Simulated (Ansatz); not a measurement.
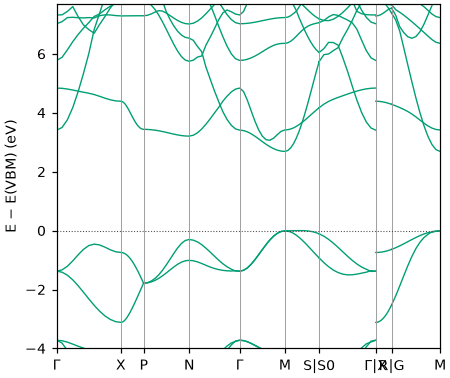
Figure. Band structure from DFT-LDA in the program Ansatz with PAW potentials

**Question.** Read off the gap and where the band edges lie.

**Answer.** About 2.7 eV (2.69 eV by a search for the band edges); maximum on the M–S line, 44 % of the way from M, minimum at M.

**Question.** Which of these materials gives this?
A. TiO2, anatase
B. VBiO4, I4_1/a (V on 4b, Bi on 4a, O on 16f)
C. CaO2, I4/mmm (Ca on 2b, O on 4e)
D. HgI, I4/mmm (Hg on 4e, I on 4e)

**Answer.** C, CaO2, I4/mmm (Ca on 2b, O on 4e)

The workflow started from a Materials Project entry (that database holds measured and hypothetical structures alike); the Crystallography Open Database copy checked does not list it. Its standing as an ambient phase is unchecked. Symmetry was held in the LDA relaxation. At this level the phase is dynamically unstable (imaginary phonons).

Potentials: the later of the program's two PAW sets.
